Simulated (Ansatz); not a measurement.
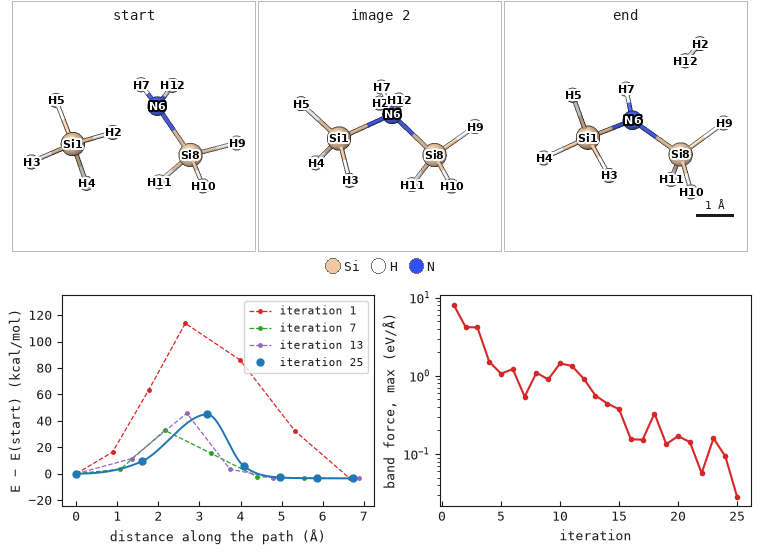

A search for the minimum-energy path of Si2NH9, made up at the start of SiH₄ and SiNH5 by the nudged elastic band. Images are numbered from 0 (start) to 6 (end). The plot follows the band through its iterations. A ball-and-stick model, seen at a tilt.

The calculation used Ansatz 0.2.0, RKS PBE0-D4/6-31G*. Run with 5 movable images; climbing image; force threshold 0.05 eV/Å; iteration limit 60; starting path through a guess of the saddle point.

> How did the profile develop, and is the result final?

The result is final at these settings. The band converged in 25 iterations. The largest component of the band force went from 8.1 to 0.028 eV/Å. The climbing image converged on the top of the path. Its vibrational analysis gives one imaginary mode (1436i cm⁻¹), as a transition state must have. The first iteration put the highest image at 113.8 kcal/mol. The highest point, image 2, lies 44.9 kcal/mol above the start and 48.4 kcal/mol above the end; the end is at −3.6 kcal/mol relative to the start.

Limits of the set-up: the start holds two separate molecules, 2.8 Å apart at their closest, whose relative position is a soft coordinate.

Cost: 6.3 min on 1 thread of Arm Neoverse V2, with other jobs on the host, peak memory 0.14 GiB.
